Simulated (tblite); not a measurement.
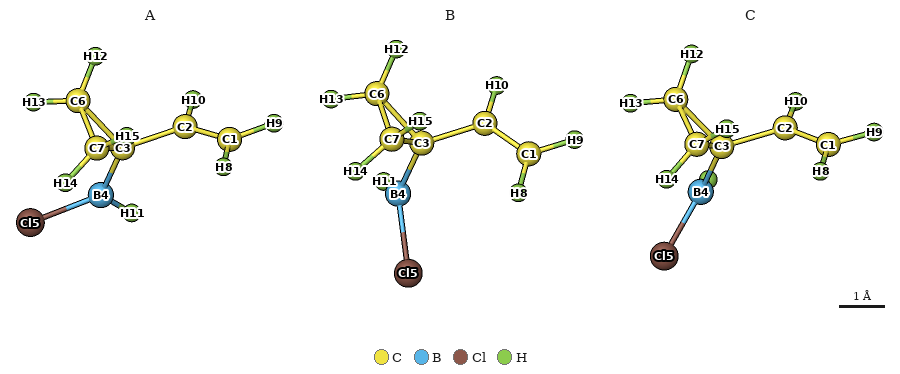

3 geometries from one relaxation of C5H8BCl, in shuffled order. A ball-and-stick model, seen at a tilt.

Theory: GFN2-xTB geometry optimisation, gas phase (tblite). 

Question: Put them in the order of the run, from the start to the converged end.

Answer: B, C, A. They are steps 0, 61, 136, at +68.1 kJ/mol, +13.5 kJ/mol relative to the last. The energy falls by 68.1 kJ/mol in 136 geometry steps. The atom that moves furthest after the best rigid fit is Cl5 (2.13 Å). By element the largest moves are Cl 2.13 Å, H 1.30 Å, C 0.33 Å, B 0.09 Å. Some distances before and after: B4–Cl5 1.860 → 1.700 Å, C3–B4 1.600 → 1.553 Å, C6–C7 1.519 → 1.480 Å, C1–C2 1.352 → 1.320 Å. Bond angles that change, for instance: H12–C6–H13 122.1° → 114.3°, H14–C7–H15 121.4° → 114.3°, C7–C6–H13 112.8° → 118.9°. Groups turn about C3–B4 by about 90°, C2–C3 by about 25°.
